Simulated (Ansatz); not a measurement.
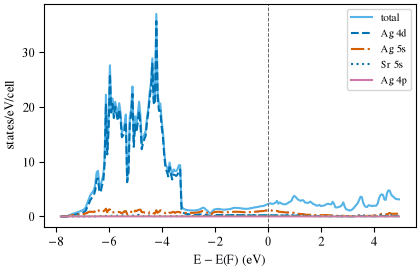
Fig. 1. Total and projected density of states of SrAg₅ in space group P6/mmm (No. 191; Sr on 1a, Ag on 2c, Ag on 3g), the program Ansatz at the r²SCAN level (PAW)

Which orbitals carry the states next to the Fermi level?

Within 0.5 eV of the Fermi level: Ag 5s 46 %, Ag 4d 9 %, Sr 5s 9 %, outside the projected shells 36 %. Projections are on Löwdin-orthogonalised atomic valence shells; empty p or d shells of many metals are not among them.

Where is the tallest occupied peak in this window, and what makes it?

Near -4.2 eV, about 37 states/eV per cell; the largest projected share is Ag 4d.

The first step of the workflow began from a Materials Project structure, measured or hypothetical; the Crystallography Open Database files this formula in space group No. 191, but the cells were not matched. Its standing as an ambient phase is unchecked. Symmetry was held in the r²SCAN relaxation; whether a distortion lowers the energy is not shown. No spin polarisation was allowed. Spin–orbit coupling is left out wherever it is not named.

Potentials: the later of the program's two PAW sets.
